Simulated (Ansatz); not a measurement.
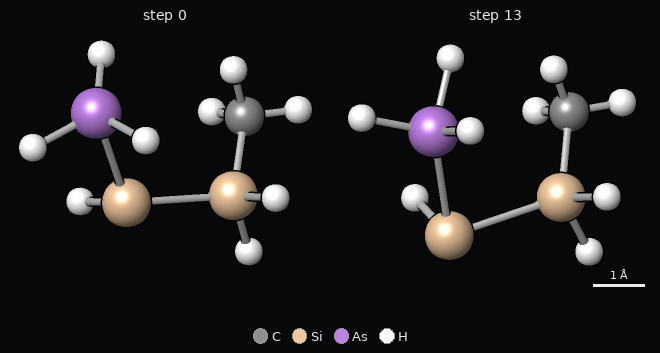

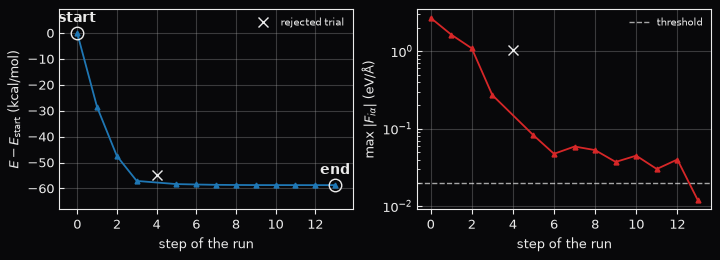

First and last geometry of a relaxation of CH9AsSi2, with the history of the run. The picture is a ball-and-stick view, seen from a free direction.

The run prepares an end point of a later path (hydrogen shift) calculation, from a guessed geometry.

All numbers below come from Ansatz, RKS revPBE-D4/def2-SVP. Settings: no spin polarisation; force threshold 0.02 eV/Å; at most 50 steps.

### Read the history and describe the run.

It converged. After 12 accepted moves (13 points after the start) the energy has fallen by 58.7 kcal/mol. The largest force component goes from 2.7 to 0.012 eV/Å. The line search rejected the trial step at point 4 of the run. The atom that moves furthest after the best rigid fit is a Si atom (0.66 Å). By element the largest moves are Si 0.66 Å, H 0.61 Å, As 0.43 Å, C 0.14 Å. Near-neighbour distances that change, for instance: Si–Si 2.213 → 2.406 Å, As–Si 2.309 → 2.418 Å, As–H 1.622 → 1.524 Å, C–Si 1.821 → 1.909 Å. Among the angles between lasting bonds that change: H–As–H 132.8° → 97.7°, H–As–H 127.8° → 97.4°, Si–As–H 100.4° → 128.3°.
